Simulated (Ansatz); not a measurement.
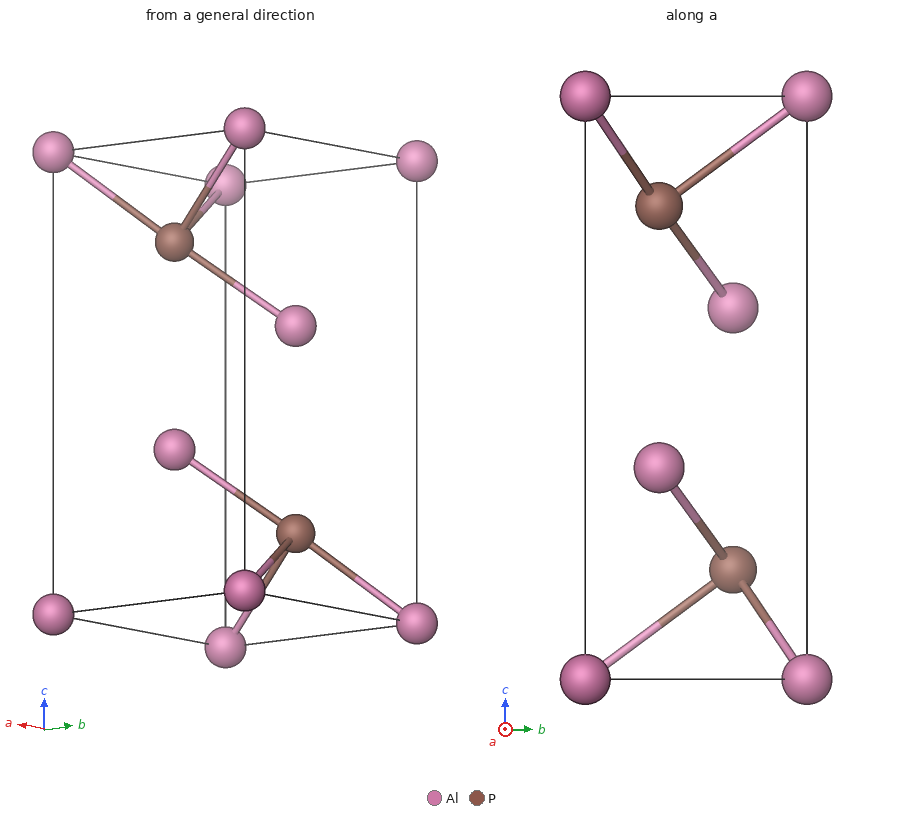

An orthographic ball-and-stick view of the structure, from a general direction and along the a axis. Thin lines show the conventional unit cell, with boundary atoms drawn in all their periodic places.

Cell constants: a = 3.54 Å, b = 3.54 Å, c = 8.06 Å, α = 90.00°, β = 90.00°, γ = 120.00°.

A stick is drawn for Al–P up to 2.96 Å (cut-off distances).

> What is the formula unit?

Al3P2. The cell holds 3 Al, 2 P, counting shared atoms by their share.

> Identify the space group.

P-3m1 (No. 164), with Al on 1a, Al on 2d and P on 2d.

> In how many dimensions do the bonds extend?

The bonds build Al3P2 layers parallel to (001).

The cell started as a textbook structure type filled with these elements (whether it is the usual form wasn't checked). Relaxation method: DFT PBE, scalar-relativistic, plane waves, PAW in Ansatz.
